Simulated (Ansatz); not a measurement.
**ClF₂HO₂W: a spread of methods and bases**

Aim: run ClF₂HO₂W under a spread of inputs, and see what each costs and gives.

Program: Ansatz 0.2.0, Gaussian basis. Level of theory: the settings change from run to run. These are calculated values, not measurements.

## Step 1: The geometry

An earlier PBE0-D4 in a triple-zeta def2 set relaxation fixed the geometry. W takes a core potential in def2 sets; no spin-orbit term is included.

SMILES `[O]=[W]([OH])([F])([F])[Cl]`, 7 atoms, charge 0, spin multiplicity 1.

Atoms are counted from 1 here; the program's logs count them from 0.

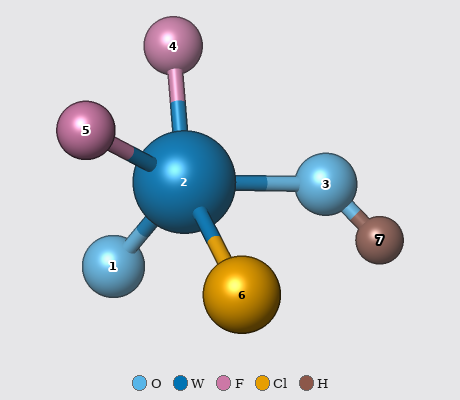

The geometry (colours as in the key); atoms are numbered from 1 in the order of the file.

## Step 2: revPBE/def2-TZVP

This run has multiplicity 3, restricted open-shell orbitals, atoms shaken by 0.03 Å.

File in.yaml:

```yaml
crystal:
  periodic: [false, false, false]
  atoms:
    - {symbol: O, position_ang: [-1.794059, -0.277308, 0.338483]}
    - {symbol: W, position_ang: [-0.204078, 0.086268, -0.332505]}
    - {symbol: O, position_ang: [0.943641, -0.904631, 0.739223]}
    - {symbol: F, position_ang: [0.069232, -1.145830, -1.608834]}
    - {symbol: F, position_ang: [-0.510288, 1.299536, -1.688456]}
    - {symbol: Cl, position_ang: [0.403498, 1.946887, 0.851439]}
    - {symbol: H, position_ang: [1.228419, -0.826008, 1.675340]}
basis:
  gaussian: {orbitals: def2-TZVP}
magnetization: {spin_polarized: false, initial_magnetization: 2}
hamiltonian: {xc: {name: revPBE}}
output: {forces: true}
```

Run with:

```console
> ansatz run in.yaml --threads 4 --pin off --events-out ev --progress --plain --max-ram 10444MiB
```

The program printed, cut to the lines that bear on the results:

```text
Functional definition: revPBE
  name "revPBE"
  cite "Zhang & Yang, Phys. Rev. Lett. 80, 890 (1998) doi:10.1103/PhysRevLett.80.890"
  cite "Perdew, Burke & Ernzerhof, Phys. Rev. Lett. 77, 3865 (1996) doi:10.1103/PhysRevLett.77.3865"
[...]
1238 factors; their error is unknown
[...]
mean field -23896.86580454 eV, -878.1936204395 hartree, gradient 9.4e-6 eV, S^2 2.000000; 10 other end points of the search recorded, 0 dependent functions left out
[...]
reference -23896.86585667 eV, -878.1936223553 hartree; 34, 32 occupied and 173, 175 virtual orbitals, 1238 factors
Total energy: -23896.86585667 eV, -878.1936223553 hartree
Atom 0 at    -1.794059    -0.277308     0.338483 Å, force     0.319881    -0.106568    -0.080912 eV/Å
Atom 1 at    -0.204078     0.086268    -0.332505 Å, force    -4.405729     1.536691     2.436948 eV/Å
Atom 2 at     0.943641    -0.904631     0.739223 Å, force     2.459620    -2.081673     2.044337 eV/Å
Atom 3 at     0.069232    -1.145830    -1.608834 Å, force     0.935751    -2.703641    -2.997534 eV/Å
Atom 4 at    -0.510288     1.299536    -1.688456 Å, force    -0.113000     1.723670    -2.253885 eV/Å
Atom 5 at     0.403498     1.946887     0.851439 Å, force     0.843889     1.317973     1.015187 eV/Å
Atom 6 at     1.228419    -0.826008     1.675340 Å, force    -0.040413     0.313548    -0.164141 eV/Å
Dipole moment:     0.467288     0.026545     0.561480 e Å
```

Wall time 19 s (4 threads of Arm Neoverse V2, shared host); peak memory 0.44 GiB.

Largest force 5.264 eV/Å, dipole 3.51 D.

## Step 3: PBE0/ANO-RCC-VTZP

Set apart from the defaults: a grid of angular degree 47, D4 dispersion, the search for lower states set to full.

File in.yaml:

```yaml
crystal:
  periodic: [false, false, false]
  atoms:
    - {symbol: O, position_ang: [-1.765597, -0.297297, 0.322262]}
    - {symbol: W, position_ang: [-0.249506, 0.041835, -0.303265]}
    - {symbol: O, position_ang: [0.965909, -0.919034, 0.734009]}
    - {symbol: F, position_ang: [0.069017, -1.207581, -1.634124]}
    - {symbol: F, position_ang: [-0.548927, 1.229905, -1.704821]}
    - {symbol: Cl, position_ang: [0.363609, 1.916505, 0.887622]}
    - {symbol: H, position_ang: [1.226795, -0.832432, 1.652616]}
basis:
  gaussian: {orbitals: ANO-RCC-VTZP, final_grid: {core_spheres: 20, valence_spheres: 16, degree: 47}}
hamiltonian: {xc: {name: PBE0}, dispersion: d4}
scf: {lower_state_search: full}
output: {forces: true}
```

The command is unchanged.

The program printed, cut to the lines that bear on the results:

```text
Functional definition: PBE0
  name "PBE0"
  cite "Adamo & Barone, J. Chem. Phys. 110, 6158 (1999) doi:10.1063/1.478522"
  cite "Perdew, Burke & Ernzerhof, Phys. Rev. Lett. 77, 3865 (1996) doi:10.1103/PhysRevLett.77.3865"
  parent pbe
[...]
1992 factors; integrals over basis functions are off by at most 9.2e-4 eV
[...]
mean field -461446.06181193 eV, -16957.8299922139 hartree, gradient 3.5e-5 eV, S^2 0.000000; 3 other end points of the search recorded, 0 dependent functions left out
[...]
reference -461446.06186980 eV, -16957.8299943404 hartree; 63, 63 occupied and 209, 209 virtual orbitals, 1992 factors
Total energy: -461446.23007696 eV, -16957.8361758395 hartree
Relativity: scalar
Atom 0 at    -1.765597    -0.297297     0.322262 Å, force     0.546303     0.119420    -0.234316 eV/Å
Atom 1 at    -0.249506     0.041835    -0.303265 Å, force    -0.369143    -0.173559     0.105485 eV/Å
Atom 2 at     0.965909    -0.919034     0.734009 Å, force    -0.127101     0.127684    -0.123295 eV/Å
Atom 3 at     0.069017    -1.207581    -1.634124 Å, force    -0.038827     0.205556     0.222878 eV/Å
Atom 4 at    -0.548927     1.229905    -1.704821 Å, force     0.074196    -0.182502     0.213560 eV/Å
Atom 5 at     0.363609     1.916505     0.887622 Å, force    -0.033523    -0.120953    -0.087806 eV/Å
Atom 6 at     1.226795    -0.832432     1.652616 Å, force    -0.051904     0.024353    -0.096506 eV/Å
Dipole moment:     0.314036    -0.116918     0.426401 e Å
```

Wall time 66 s (4 threads of Arm Neoverse V2, shared host); peak memory 1.6 GiB.

Largest force 0.606 eV/Å, dipole 2.60 D.

## Step 4: wB97M-V/def2-SVP

Options: charge -1, multiplicity 2, coordinates scaled by 1.12, density fitting with def2-universal-jkfit, high accuracy.

File in.yaml:

```yaml
crystal:
  periodic: [false, false, false]
  atoms:
    - {symbol: O, position_ang: [-1.977469, -0.332973, 0.360934]}
    - {symbol: W, position_ang: [-0.279447, 0.046855, -0.339657]}
    - {symbol: O, position_ang: [1.081819, -1.029319, 0.822090]}
    - {symbol: F, position_ang: [0.077299, -1.352490, -1.830219]}
    - {symbol: F, position_ang: [-0.614798, 1.377493, -1.909399]}
    - {symbol: Cl, position_ang: [0.407243, 2.146485, 0.994137]}
    - {symbol: H, position_ang: [1.374011, -0.932324, 1.850930]}
basis:
  gaussian: {orbitals: def2-SVP, fitting: {mean_field: def2-universal-jkfit}}
total_charge: -1
magnetization: {spin_polarized: true, initial_magnetization: 1}
hamiltonian: {xc: {name: wB97M-V}}
accuracy: high
```

The command is unchanged.

The program printed, cut to the lines that bear on the results:

```text
Functional definition: wB97M-V
  name "wB97M-V"
  cite "Mardirossian & Head-Gordon, J. Chem. Phys. 144, 214110 (2016) doi:10.1063/1.4952647"
  cite "Becke, J. Chem. Phys. 107, 8554 (1997) doi:10.1063/1.475007"
  cite "Vydrov & Van Voorhis, J. Chem. Phys. 133, 244103 (2010) doi:10.1063/1.3521275"
  # Of w^i u^j: cxij and so on, Table III.
[...]
  gx(w, u) = 1 - cx + cx01*u + cx10*w
  gss(w, u) = css00 + css04*u^4 + css10*w + css20*w^2 + css43*w^4*u^3
  gos(w, u) = cos00 + cos10*w + (cos20 + cos21*u)*w^2 + (cos60 + cos61*u)*w^6
[...]
      + integral(e_c_pw_mod_opposite_spin*gos(b97_w_opposite, b97_u_opposite)) + vv10(b, c)
681 factors; integrals over basis functions are off by at most 2.4e-1 eV
681 factors; integrals over basis functions are off by at most 6.8e-7 eV
[...]
mean field -23881.91616138 eV, -877.6442311866 hartree, gradient 7.8e-8 eV, S^2 0.761471; 4 other end points of the search recorded, 0 dependent functions left out
reference -23881.91616674 eV, -877.6442313834 hartree; 34, 33 occupied and 77, 78 virtual orbitals, 681 factors
Total energy: -23881.91616674 eV, -877.6442313834 hartree
```

Run time: 70 s. Hardware: 4 threads of Arm Neoverse V2, shared host; peak memory 1.5 GiB.

⟨S²⟩ 0.761.

## Step 5: wB97X-V/def2-SVPD

Set apart from the defaults: charge +1, multiplicity 2, restricted open-shell orbitals, atoms shaken by 0.03 Å, a point charge of 0.50 e beside it, the search for lower states set to light.

File in.yaml:

```yaml
crystal:
  periodic: [false, false, false]
  atoms:
    - {symbol: O, position_ang: [-1.788281, -0.299422, 0.282930]}
    - {symbol: W, position_ang: [-0.210887, 0.088550, -0.240972]}
    - {symbol: O, position_ang: [0.954679, -0.909296, 0.722214]}
    - {symbol: F, position_ang: [0.078158, -1.168813, -1.612754]}
    - {symbol: F, position_ang: [-0.537974, 1.197314, -1.715311]}
    - {symbol: Cl, position_ang: [0.396377, 1.874876, 0.951992]}
    - {symbol: H, position_ang: [1.190741, -0.830934, 1.648114]}
basis:
  gaussian: {orbitals: def2-SVPD, point_charges: [{charge: 0.50, position_ang: [5.209, -0.781, -0.316]}]}
total_charge: 1
magnetization: {spin_polarized: false, initial_magnetization: 1}
hamiltonian: {xc: {name: wB97X-V}}
scf: {lower_state_search: light}
```

The command is unchanged.

The program printed, cut to the lines that bear on the results:

```text
Functional definition: wB97X-V
  name "wB97X-V"
  cite "Mardirossian & Head-Gordon, Phys. Chem. Chem. Phys. 16, 9904 (2014) doi:10.1039/C3CP54374A"
  cite "Becke, J. Chem. Phys. 107, 8554 (1997) doi:10.1063/1.475007"
  cite "Vydrov & Van Voorhis, J. Chem. Phys. 133, 244103 (2010) doi:10.1063/1.3521275"
[...]
      + integral(e_c_pw_opposite_spin*poly(b97_u_opposite, cos0, cos1)) + vv10(b, c)
1411 factors; their error is unknown
453 factors; integrals over basis functions are off by at most 2.7e-5 eV
[...]
mean field -23867.84906805 eV, -877.1272750419 hartree, gradient 6.6e-6 eV, S^2 0.750000; 8 other end points of the search recorded, 0 dependent functions left out
reference -23867.84906511 eV, -877.1272749336 hartree; 33, 32 occupied and 129, 130 virtual orbitals, 1411 factors
Total energy: -23867.84906511 eV, -877.1272749336 hartree
```

Wall time 68 s (4 threads of Arm Neoverse V2, shared host); peak memory 1.2 GiB.

## Step 6: CCSD(T)/def2-SVPD

Set apart from the defaults: 4 DIIS vectors, high accuracy.

File in.yaml:

```yaml
crystal:
  periodic: [false, false, false]
  atoms:
    - {symbol: O, position_ang: [-1.765597, -0.297297, 0.322262]}
    - {symbol: W, position_ang: [-0.249506, 0.041835, -0.303265]}
    - {symbol: O, position_ang: [0.965909, -0.919034, 0.734009]}
    - {symbol: F, position_ang: [0.069017, -1.207581, -1.634124]}
    - {symbol: F, position_ang: [-0.548927, 1.229905, -1.704821]}
    - {symbol: Cl, position_ang: [0.363609, 1.916505, 0.887622]}
    - {symbol: H, position_ang: [1.226795, -0.832432, 1.652616]}
basis:
  gaussian: {orbitals: def2-SVPD}
hamiltonian: {xc: {name: HF}}
correlation: {method: ccsd_t, diis_vectors: 4}
accuracy: high
```

The command is unchanged.

The program printed, cut to the lines that bear on the results:

```text
Functional definition: HF
  name "HF"
  cite "Fock, Z. Phys. 61, 126 (1930) doi:10.1007/BF01340294"
  parent pbe
[...]
3238 factors; integrals over basis functions are off by at most 3.7e-9 eV
[...]
mean field -23805.76821597 eV, -874.8458458078 hartree, gradient 1.6e-8 eV, S^2 0.000000; 0 other end points of the search recorded, 0 dependent functions left out
9 core orbitals not correlated: weight in the atoms' cores, before any rotation towards them, 1.000 or more for the frozen orbitals, at most 0.000 for the correlated occupied ones
reference -23805.76821597 eV, -874.8458458078 hartree; 24, 24 occupied and 129, 129 virtual orbitals, 3238 factors
second order -36.59005234 eV of doubles, -0.00000000 eV of singles
cycle   1  -33.40002357 eV  change     3.2e0 eV  update   2.9e-1
[...]
cycle  27  -35.35005031 eV  change    1.7e-9 eV  update   5.3e-9
perturbative correction -1.55742530 eV, -0.0572343242 hartree
Total energy: -23842.67569159 eV, -876.2021705198 hartree
```

It took 3.1 min on 4 threads of Arm Neoverse V2, shared host; peak memory 3.4 GiB.

T1 0.021.

## Step 7: PBE0/def2-SVPD

This run has unrestricted orbitals, high accuracy, the search for lower states set to off.

in.yaml, as its differences from that of step 6:

```diff
@@ -12,4 +12,5 @@
   gaussian: {orbitals: def2-SVPD}
-hamiltonian: {xc: {name: HF}}
-correlation: {method: ccsd_t, diis_vectors: 4}
+magnetization: {spin_polarized: true, initial_magnetization: 0}
+hamiltonian: {xc: {name: PBE0}}
 accuracy: high
+scf: {lower_state_search: off}
```

The command is unchanged.

The program printed, cut to the lines that bear on the results:

```text
Functional definition: PBE0
  name "PBE0"
  cite "Adamo & Barone, J. Chem. Phys. 110, 6158 (1999) doi:10.1063/1.478522"
  cite "Perdew, Burke & Ernzerhof, Phys. Rev. Lett. 77, 3865 (1996) doi:10.1103/PhysRevLett.77.3865"
  parent pbe
[...]
3238 factors; integrals over basis functions are off by at most 3.7e-9 eV
[...]
mean field -23874.38902692 eV, -877.3676140971 hartree, gradient 8.3e-8 eV, S^2 0.000000; 0 other end points of the search recorded, 0 dependent functions left out
reference -23874.38903034 eV, -877.3676142230 hartree; 33, 33 occupied and 129, 129 virtual orbitals, 3238 factors
Total energy: -23874.38903034 eV, -877.3676142230 hartree
Checks for a lower state left out: stability, starts, cluster_reference, orbital_swaps, neighbouring_geometries, increment
```

It took 8.5 s on 4 threads of Arm Neoverse V2, shared host; peak memory 0.89 GiB.

⟨S²⟩ 0.000.

## Step 8: wB97X/def2-mTZVPP

This run has charge -1, multiplicity 2, atoms shaken by 0.08 Å.

File in.yaml:

```yaml
crystal:
  periodic: [false, false, false]
  atoms:
    - {symbol: O, position_ang: [-1.675279, -0.279757, 0.253165]}
    - {symbol: W, position_ang: [-0.294386, 0.063214, -0.363745]}
    - {symbol: O, position_ang: [0.990026, -0.859582, 0.686782]}
    - {symbol: F, position_ang: [0.109376, -1.192012, -1.422261]}
    - {symbol: F, position_ang: [-0.542808, 1.182369, -1.787440]}
    - {symbol: Cl, position_ang: [0.248055, 2.135246, 1.028495]}
    - {symbol: H, position_ang: [1.251127, -0.757061, 1.595641]}
basis:
  gaussian: {orbitals: def2-mTZVPP}
total_charge: -1
magnetization: {spin_polarized: true, initial_magnetization: 1}
hamiltonian: {xc: {name: wB97X}}
output: {forces: true}
```

Launched as before.

The program printed, cut to the lines that bear on the results:

```text
Functional definition: wB97X
  name "wB97X"
  cite "Chai & Head-Gordon, J. Chem. Phys. 128, 084106 (2008) doi:10.1063/1.2834918"
  cite "Becke, J. Chem. Phys. 107, 8554 (1997) doi:10.1063/1.475007"
[...]
  # The coefficients of nought are those of the uniform gas.
[...]
      + exact_x_lr(omega)
[...]
      + integral(e_c_pw_opposite_spin*poly(b97_u_opposite, 1, cos1, cos2, cos3, cos4))
1288 factors; their error is unknown
380 factors; integrals over basis functions are off by at most 8.1e-6 eV
[...]
mean field -23900.86617417 eV, -878.3406313119 hartree, gradient 6.8e-5 eV, S^2 0.752178; 0 other end points of the search recorded, 0 dependent functions left out
[...]
reference -23900.86614271 eV, -878.3406301557 hartree; 34, 33 occupied and 130, 131 virtual orbitals, 1288 factors
Total energy: -23900.86614271 eV, -878.3406301557 hartree
Atom 0 at    -1.675279    -0.279757     0.253165 Å, force   -11.696198    -3.105777     4.677035 eV/Å
Atom 1 at    -0.294386     0.063214    -0.363745 Å, force     7.723485     9.942790     5.646454 eV/Å
Atom 2 at     0.990026    -0.859582     0.686782 Å, force     2.170551    -1.898726     1.295175 eV/Å
Atom 3 at     0.109376    -1.192012    -1.422261 Å, force     2.283066    -8.088812    -7.668994 eV/Å
Atom 4 at    -0.542808     1.182369    -1.787440 Å, force    -0.387902     2.644101    -3.735736 eV/Å
Atom 5 at     0.248055     2.135246     1.028495 Å, force     0.022971    -0.141014    -0.298138 eV/Å
Atom 6 at     1.251127    -0.757061     1.595641 Å, force    -0.115972     0.647439     0.084203 eV/Å
Dipole moment:    -0.017459    -0.528815    -0.176050 e Å
```

Wall time 15 s (4 threads of Arm Neoverse V2, shared host); peak memory 0.88 GiB.

Largest force 13.798 eV/Å, ⟨S²⟩ 0.752.

## Step 9: BLYP/ANO-RCC-VTZP

Options: multiplicity 3, finite nuclei, D3(BJ) with three-body dispersion.

File in.yaml:

```yaml
crystal:
  periodic: [false, false, false]
  atoms:
    - {symbol: O, position_ang: [-1.765597, -0.297297, 0.322262]}
    - {symbol: W, position_ang: [-0.249506, 0.041835, -0.303265]}
    - {symbol: O, position_ang: [0.965909, -0.919034, 0.734009]}
    - {symbol: F, position_ang: [0.069017, -1.207581, -1.634124]}
    - {symbol: F, position_ang: [-0.548927, 1.229905, -1.704821]}
    - {symbol: Cl, position_ang: [0.363609, 1.916505, 0.887622]}
    - {symbol: H, position_ang: [1.226795, -0.832432, 1.652616]}
basis:
  gaussian: {orbitals: ANO-RCC-VTZP, nuclear_model: gaussian}
magnetization: {spin_polarized: true, initial_magnetization: 2}
hamiltonian: {xc: {name: BLYP}, dispersion: d3bjatm}
output: {forces: true}
```

Same command.

The program printed, cut to the lines that bear on the results:

```text
Functional definition: BLYP
  name "BLYP"
  cite "Becke, Phys. Rev. A 38, 3098 (1988) doi:10.1103/PhysRevA.38.3098"
  cite "Lee, Yang & Parr, Phys. Rev. B 37, 785 (1988) doi:10.1103/PhysRevB.37.785"
[...]
2232 factors; their error is unknown
[...]
mean field -461426.69213472 eV, -16957.1181697057 hartree, gradient 2.0e-5 eV, S^2 2.003201; 8 other end points of the search recorded, 0 dependent functions left out
[...]
reference -461426.69255308 eV, -16957.1181850799 hartree; 64, 62 occupied and 208, 210 virtual orbitals, 2232 factors
Total energy: -461427.09804360 eV, -16957.1330865818 hartree
Relativity: scalar
Atom 0 at    -1.765597    -0.297297     0.322262 Å, force    -2.502387    -0.755114     1.115119 eV/Å
Atom 1 at    -0.249506     0.041835    -0.303265 Å, force    -1.459186     1.063609    -0.771682 eV/Å
Atom 2 at     0.965909    -0.919034     0.734009 Å, force     2.412517    -1.800012     1.194829 eV/Å
Atom 3 at     0.069017    -1.207581    -1.634124 Å, force     0.580368    -1.438836    -1.431876 eV/Å
Atom 4 at    -0.548927     1.229905    -1.704821 Å, force    -0.058657     1.621771    -1.850856 eV/Å
Atom 5 at     0.363609     1.916505     0.887622 Å, force     0.769780     1.148544     0.889270 eV/Å
Atom 6 at     1.226795    -0.832432     1.652616 Å, force     0.257565     0.160037     0.855195 eV/Å
Dipole moment:     0.458888     0.134754     0.718481 e Å
```

Run time: 61 s. Hardware: 4 threads of Arm Neoverse V2, shared host; peak memory 1.3 GiB.

Largest force 3.239 eV/Å, dipole 4.15 D, ⟨S²⟩ 2.003.

## Step 10: RPA/ANO-RCC-VTZP

Set apart from the defaults: the search for lower states set to full.

in.yaml, as its differences from that of step 9:

```diff
@@ -11,5 +11,5 @@
 basis:
-  gaussian: {orbitals: ANO-RCC-VTZP, nuclear_model: gaussian}
-magnetization: {spin_polarized: true, initial_magnetization: 2}
-hamiltonian: {xc: {name: BLYP}, dispersion: d3bjatm}
-output: {forces: true}
+  gaussian: {orbitals: ANO-RCC-VTZP}
+hamiltonian: {xc: {name: HF}}
+correlation: {method: rpa}
+scf: {lower_state_search: full}
```

Same command.

The program printed, cut to the lines that bear on the results:

```text
Functional definition: HF
  name "HF"
  cite "Fock, Z. Phys. 61, 126 (1930) doi:10.1007/BF01340294"
  parent pbe
[...]
1992 factors; integrals over basis functions are off by at most 9.2e-4 eV
[...]
mean field -461254.52157280 eV, -16950.7910182563 hartree, gradient 1.7e-6 eV, S^2 0.000000; 3 other end points of the search recorded, 0 dependent functions left out
32 core orbitals not correlated: weight in the atoms' cores, before any rotation towards them, 1.000 or more for the frozen orbitals, at most 0.000 for the correlated occupied ones
reference -461254.52157280 eV, -16950.7910182563 hartree; 31, 31 occupied and 209, 209 virtual orbitals, 1992 factors
Total energy: -461325.88058220 eV, -16953.4134134830 hartree
Relativity: scalar
```

It took 36 s on 4 threads of Arm Neoverse V2, shared host; peak memory 1.3 GiB.

## Step 11: The runs in one table

| level | charge | multiplicity | geometry | functions | energy (eV) | time |
| --- | --- | --- | --- | --- | --- | --- |
| revPBE/def2-TZVP | 0 | 3 | shaken | 207 | -23896.866 | 19 s |
| PBE0/ANO-RCC-VTZP | 0 | 1 | relaxed | 272 | -461446.230 | 66 s |
| wB97M-V/def2-SVP | -1 | 2 | scaled | 111 | -23881.916 | 70 s |
| wB97X-V/def2-SVPD | 1 | 2 | shaken, point charge | 162 | -23867.849 | 68 s |
| CCSD(T)/def2-SVPD | 0 | 1 | relaxed | 162 | -23842.676 | 3.1 min |
| PBE0/def2-SVPD | 0 | 1 | relaxed | 162 | -23874.389 | 8.5 s |
| wB97X/def2-mTZVPP | -1 | 2 | shaken | 164 | -23900.866 | 15 s |
| BLYP/ANO-RCC-VTZP | 0 | 3 | relaxed | 272 | -461427.098 | 61 s |
| RPA/ANO-RCC-VTZP | 0 | 1 | relaxed | 272 | -461325.881 | 36 s |

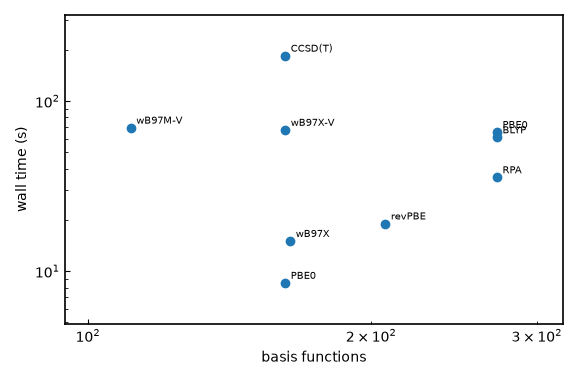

Wall time against the number of basis functions (shared host).

## Step 12: Outcome

| quantity | value |
| --- | --- |
| runs | 9 |
| quickest | PBE0/def2-SVPD, 8.5 s |
| slowest | CCSD(T)/def2-SVPD, 3.1 min |
| spread of total energies, same state and geometry | 437603.6 eV |

CCSD(T)/def2-SVPD took 22 times as long as PBE0/def2-SVPD. The jobs differ in tasks and options as well as level. The totals spread over 437604 eV; they can't be compared across methods or bases. Some of these runs are scalar-relativistic and others not, which shifts the totals of all-electron atoms past neon by eV; core potentials, where a basis has them, take the core out of the total altogether. At the PBE0-D4/def2-TZVP geometry and in the same state, runs without warnings or point charges leave forces up to 0.61 eV/Å (PBE0/ANO-RCC-VTZP).
